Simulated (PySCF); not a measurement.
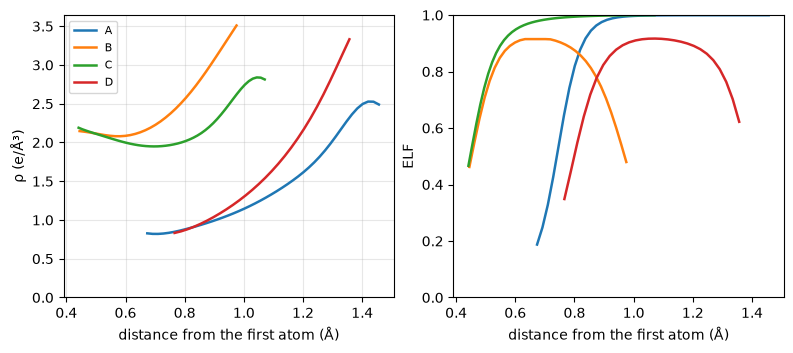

*CH8NSi2 (doublet). Total electron density and electron localisation function along straight lines between neighbouring atoms. The curves leave out the atomic cores.*

Geometry: GFN2-xTB.

The calculation used UKS B3LYP, pcH-1 on C H N Si, non-relativistic, mean-field spin-orbit, GIAO (PySCF 2.14.0, density-fitted response routines).

```json
{"atom": "C", "x (Å)": "0.0432", "y (Å)": "1.4943", "z (Å)": "-0.3893"}
{"atom": "N", "x (Å)": "0.0043", "y (Å)": "0.1809", "z (Å)": "-0.0061"}
{"atom": "Si", "x (Å)": "1.4301", "y (Å)": "-0.4480", "z (Å)": "0.7916"}
{"atom": "Si", "x (Å)": "-1.4633", "y (Å)": "-0.7015", "z (Å)": "-0.3705"}
{"atom": "H", "x (Å)": "0.9192", "y (Å)": "2.0796", "z (Å)": "-0.1993"}
{"atom": "H", "x (Å)": "-0.8028", "y (Å)": "1.9303", "z (Å)": "-0.8794"}
{"atom": "H", "x (Å)": "1.1387", "y (Å)": "-1.8403", "z (Å)": "1.1045"}
{"atom": "H", "x (Å)": "1.6769", "y (Å)": "0.3591", "z (Å)": "1.9922"}
{"atom": "H", "x (Å)": "2.5686", "y (Å)": "-0.3087", "z (Å)": "-0.1240"}
{"atom": "H", "x (Å)": "-2.5847", "y (Å)": "-0.0165", "z (Å)": "0.2830"}
{"atom": "H", "x (Å)": "-1.6666", "y (Å)": "-0.6791", "z (Å)": "-1.8241"}
{"atom": "H", "x (Å)": "-1.2625", "y (Å)": "-2.0507", "z (Å)": "0.1396"}
```

Which curve belongs to which contact (C–H, C–N, Si–H and Si–N)? The first atom named is at distance zero.

Curve A: Si–H (1.46 Å): the density is about 0.83 e/Å³ at the midpoint; the ELF climbs to about 1 towards the hydrogen, as it does in any bond to H. Curve B: C–N (1.37 Å): ρ at the midpoint is about 2.2 e/Å³; the ELF peaks at about 0.90 between the atoms, as expected for a covalent bond. Curve C: C–H (1.07 Å): the density is about 2.1 e/Å³ at the midpoint; the ELF climbs to about 1 towards the hydrogen: an ordinary covalent bond to hydrogen. Curve D: Si–N (1.75 Å): the density is about 0.99 e/Å³ at the midpoint; the ELF peaks at about 0.90 between the atoms (a shared but strongly polarised pair).
